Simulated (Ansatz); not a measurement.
## What a change does: single-point calculation on LiSi2H2O

System: LiSi2H2O, charge +1.
Method of the first run: RKS PBE0-D4/def2-TZVP (Ansatz 0.2.0).

Text and figures count atoms from 1; the logs count them from 0 in places.

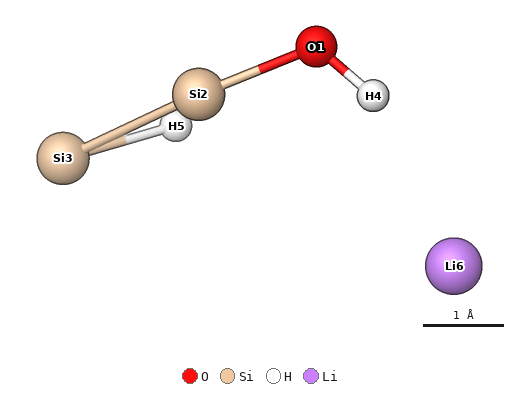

The structure (ball-and-stick view, seen at a tilt; atoms are numbered from 1 in the order of the input). Sticks mark near contacts.

## Input, the first run
```yaml
crystal:
  periodic: [false, false, false]
  atoms:
    - { symbol: O, position_ang: [1.773624, -0.089968, -1.0e-06] }
    - { symbol: Si, position_ang: [0.158554, 0.159467, 1.0e-06] }
    - { symbol: Si, position_ang: [-1.932178, -0.069499, 0.0] }
    - { symbol: H, position_ang: [2.210319, -0.243714, 0.842299] }
    - { symbol: H, position_ang: [-0.797893, -1.277749, -0.047996] }
    - { symbol: Li, position_ang: [1.86, -1.86, 2.94] }
total_charge: 1
basis:
  gaussian: { orbitals: def2-TZVP }
hamiltonian:
  xc: pbe0
  dispersion: d4
output:
  forces: true
```

Command:
```bash
ansatz run input.yaml --threads 1 --pin off --max-ram 2560MiB --backend cpu --events-out ev --progress --plain --runs-dir out
```

Hardware: 1 thread of Arm Neoverse V2, 24 GiB of memory available, shared host.

## Output (the first run)
```
Engine: ansatz 0.2.0, aarch64-unknown-linux-gnu
Functional definition: PBE0
  parameter a = 0.25
  parameter kappa = 0.804
  parameter beta = 0.06672455060314922
  exchange = (1 - a)*pbe_x(kappa = kappa, mu = beta*pi^2/3) + a*exact_x
  correlation = pbe_c(beta = beta)
904 factors; their error is unknown
mean field evaluation 1: about -18006.5632 eV, gradient 9.3e1 eV
mean field evaluation 2: about -17851.8884 eV, gradient 2.1e2 eV
mean field evaluation 4: about -18018.7671 eV, gradient 3.2e1 eV
mean field evaluation 8: about -18022.9700 eV, gradient 2.1e-1 eV
mean field evaluation 16: about -18023.0410 eV, gradient 2.8e-3 eV
mean field -18023.04096763 eV, -662.3345391044 hartree, gradient 1.4e-5 eV, S^2 0.000000; 0 other end points of the search recorded, 0 dependent functions left out
the calculation of the forces begins
reference -18023.04101337 eV, -662.3345407852 hartree; 20, 20 occupied and 111, 111 virtual orbitals, 904 factors
Total energy: -18023.21068738 eV, -662.3407761902 hartree
Atom 0 at     1.773624    -0.089968    -0.000001 Å, force     0.618087    -0.357900     0.091737 eV/Å
Atom 1 at     0.158554     0.159467     0.000001 Å, force    -0.080288     0.063253     0.347965 eV/Å
Atom 2 at    -1.932178    -0.069499     0.000000 Å, force    -0.270752    -0.036965     0.136001 eV/Å
Atom 3 at     2.210319    -0.243714     0.842299 Å, force    -0.015865     0.479740    -0.500145 eV/Å
Atom 4 at    -0.797893    -1.277749    -0.047996 Å, force     0.083423    -0.089738    -0.109036 eV/Å
Atom 5 at     1.860000    -1.860000     2.940000 Å, force    -0.334606    -0.058390     0.033479 eV/Å
Dipole moment:     1.750988    -1.471502     2.447780 e Å
```

The second run used a changed input.

## The two runs side by side

| quantity | the first run | the second run |
| --- | --- | --- |
| outcome | converged | converged |
| total energy (hartree) | −662.340776 | −662.369847 |
| largest force (eV/Å) | 0.720 | 1.060 |
| basis functions | 131 | 131 |
| wall time (shared host) | 4 s | 3.7 s |

What was changed in the input?

The change (lines with − go, lines with + come):
```diff
-    - { symbol: Li, position_ang: [1.86, -1.86, 2.94] }
+    - { symbol: Li, position_ang: [-3.1, -1.86, 2.94] }
```

With the same method and basis, the second run lies 18.2 kcal/mol lower. The largest force goes from 0.720 to 1.060 eV/Å.

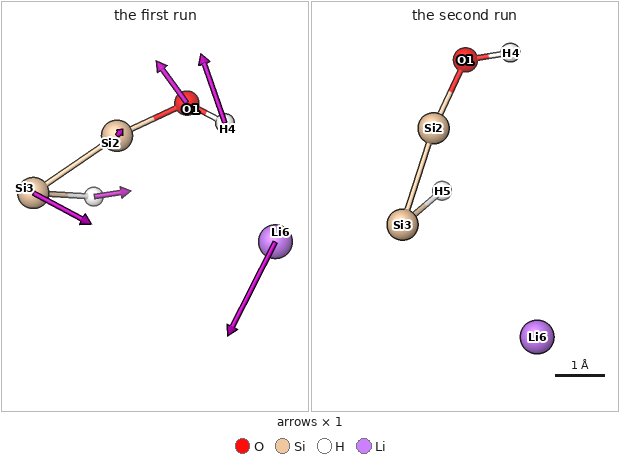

The two input geometries at one scale (ball-and-stick view, seen on its broad side). The pink arrows on the first give the shifts of the atoms after the best rigid fit, at true length. The atom that moves furthest after the best rigid fit is Li6 (2.22 Å). By element the largest moves are Li 2.22 Å, H 1.57 Å, Si 1.41 Å, O 1.11 Å.

## Output (the second run)
```
Engine: ansatz 0.2.0, aarch64-unknown-linux-gnu
Functional definition: PBE0
  parameter a = 0.25
  parameter kappa = 0.804
  parameter beta = 0.06672455060314922
  exchange = (1 - a)*pbe_x(kappa = kappa, mu = beta*pi^2/3) + a*exact_x
  correlation = pbe_c(beta = beta)
904 factors; their error is unknown
mean field evaluation 1: about -18006.6990 eV, gradient 9.3e1 eV
mean field evaluation 2: about -17784.2333 eV, gradient 2.1e2 eV
mean field evaluation 4: about -18019.4055 eV, gradient 3.5e1 eV
mean field evaluation 8: about -18023.7701 eV, gradient 3.1e-1 eV
mean field evaluation 16: about -18023.8399 eV, gradient 4.1e-4 eV
mean field -18023.83985395 eV, -662.3638976353 hartree, gradient 2.3e-5 eV, S^2 0.000000; 0 other end points of the search recorded, 0 dependent functions left out
the calculation of the forces begins
reference -18023.83989495 eV, -662.3638991418 hartree; 20, 20 occupied and 111, 111 virtual orbitals, 904 factors
Total energy: -18024.00175320 eV, -662.3698473230 hartree
Atom 0 at     1.773624    -0.089968    -0.000001 Å, force    -0.813547     0.130139    -0.294938 eV/Å
Atom 1 at     0.158554     0.159467     0.000001 Å, force     0.800914    -0.176209     0.671612 eV/Å
Atom 2 at    -1.932178    -0.069499     0.000000 Å, force    -0.327103    -0.190941     0.028833 eV/Å
Atom 3 at     2.210319    -0.243714     0.842299 Å, force     0.120697     0.026240     0.043469 eV/Å
Atom 4 at    -0.797893    -1.277749    -0.047996 Å, force    -0.010373    -0.084985    -0.103792 eV/Å
Atom 5 at    -3.100000    -1.860000     2.940000 Å, force     0.229413     0.295755    -0.345185 eV/Å
Dipole moment:    -1.698303    -1.385294     2.417446 e Å
```
